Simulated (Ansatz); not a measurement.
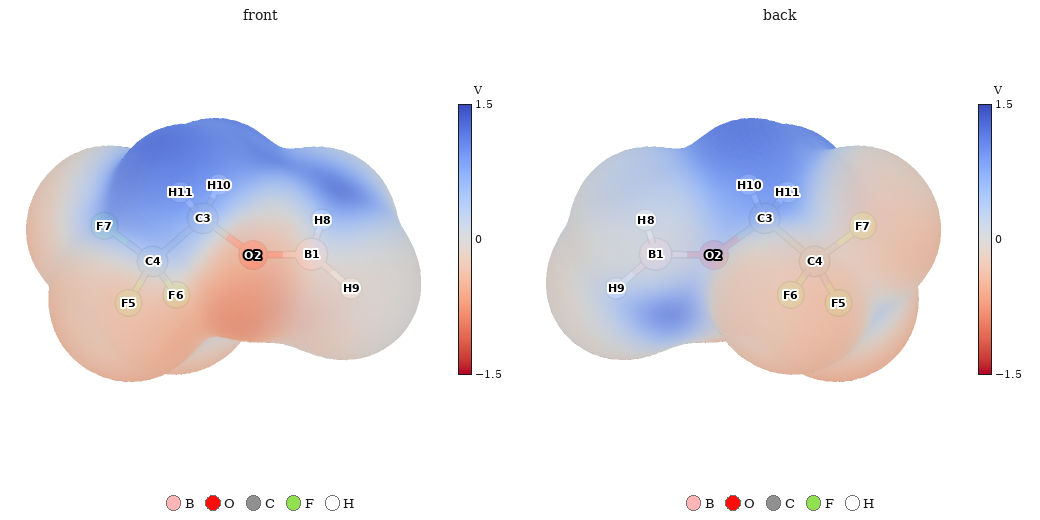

*C₂H₄BF₃O (SMILES BOCC(F)(F)F). The electrostatic potential painted on the density surface at 0.001 e/bohr³, seen from the front and from behind; the colour scale runs from red (negative) to blue (positive).*

Geometry: PBE0-D4/def2-TZVP.

Level of theory: Ansatz, RKS PBE0-D4/def2-TZVPP.

```xyz
11

B    -0.1705   -1.2090    1.5568
O     0.5986   -0.3525    0.8569
C     0.4492   -0.1872   -0.5253
C    -0.1237    1.1825   -0.8250
F     0.6555    2.1641   -0.3733
F    -1.3323    1.3394   -0.2775
F    -0.2497    1.3310   -2.1492
H    -0.9823   -1.8855    0.9864
H     0.0171   -1.2538    2.7345
H    -0.2239   -0.9340   -0.9571
H     1.4273   -0.2519   -1.0065
```

> Describe the electrostatic potential map.

The most negative region (about −0.8 V) lies over O2, the most positive (about +1.2 V) over B1, H10 and H11.
